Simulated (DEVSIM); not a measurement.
Device: Pd/AlN/SiO2/n-Si capacitor, at 250 K.

| layer (left to right) | material | thickness (nm) | Nd (cm⁻³) |
|---|---|---|---|
| 1 | AlN | 23.0 | - |
| 2 | SiO2 | 0.930 | - |
| 3 | Si | 6800 | 7.1e15 |

Metal gate on the left, work function 5.2 eV. Fixed charge at the semiconductor interface 1.8e10 cm⁻² (in units of +e); interface traps 1e12 cm⁻² eV⁻¹, uniform in energy, neutral level at 0.7 of the gap above the valence band.

This is a model device: material constants are rounded textbook-type values typed into the input, and sizes, dopings and lifetimes were drawn at random. Values at 300 K; Nc and Nv go as T^1.5, mobilities as T to minus their exponent, the gap by Varshni's rule with the affinity fixed.

```
parameter         AlN  SiO2        Si
----------------  ---  ----  --------
gap (eV)          6.1     9     1.124
affinity (eV)     1.9   0.9      4.05
permittivity      8.5   3.9      11.7
Nc (cm⁻³)           -     -   2.86e19
Nv (cm⁻³)           -     -    3.1e19
Varshni α (eV/K)    -     -  0.000473
Varshni β (K)       -     -       636
```

Model (solved in DEVSIM): 1D Poisson equation in equilibrium, Boltzmann statistics, complete ionisation; no quantum confinement or tunnelling. Metal contacts follow the ideal Schottky-Mott rule: no Fermi-level pinning, no interface dipoles.

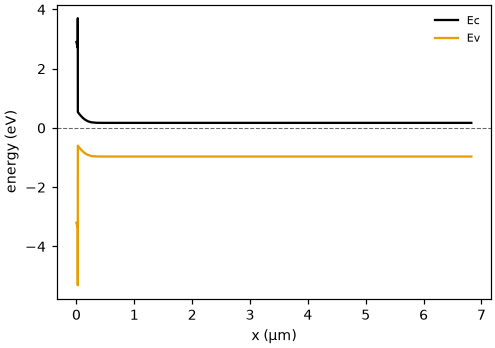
Figure. Band edges at 0.4 V on the gate

Energies count from the Fermi level of the right contact; mesh points crowd at the junctions.

```tsv
x (μm)	Ec (eV)	Ev (eV)	n (cm⁻³)	p (cm⁻³)	field (V/cm)
0.000	2.900	-3.200	< 1e2	< 1e2	-84000
0.001834	2.885	-3.215	< 1e2	< 1e2	-84000
0.006038	2.849	-3.251	< 1e2	< 1e2	-84000
0.01486	2.775	-3.325	< 1e2	< 1e2	-84000
0.02132	2.721	-3.379	< 1e2	< 1e2	-84000
0.02304	3.706	-5.294	< 1e2	< 1e2	-180000
0.02372	3.693	-5.307	< 1e2	< 1e2	-180000
0.02620	0.534	-0.603	3.8e8	1.7e7	-27000
0.03194	0.518	-0.618	7.8e8	8200000	-27000
0.04646	0.480	-0.656	4.5e9	1400000	-25000
0.08606	0.390	-0.746	3.0e11	21000	-21000
0.2522	0.193	-0.943	2.8e15	< 1e2	-4000
0.6358	0.173	-0.963	7.1e15	< 1e2	≈ 0
1.661	0.173	-0.963	7.1e15	< 1e2	≈ 0
4.848	0.173	-0.963	7.1e15	< 1e2	≈ 0
6.085	0.173	-0.963	7.1e15	< 1e2	≈ 0
6.538	0.173	-0.963	7.1e15	< 1e2	≈ 0
6.718	0.173	-0.963	7.1e15	< 1e2	≈ 0
6.795	0.173	-0.963	7.1e15	< 1e2	≈ 0
6.814	0.173	-0.963	7.1e15	< 1e2	≈ 0
6.821	0.173	-0.963	7.1e15	< 1e2	≈ 0
6.824	0.173	-0.963	7.1e15	< 1e2	≈ 0
```
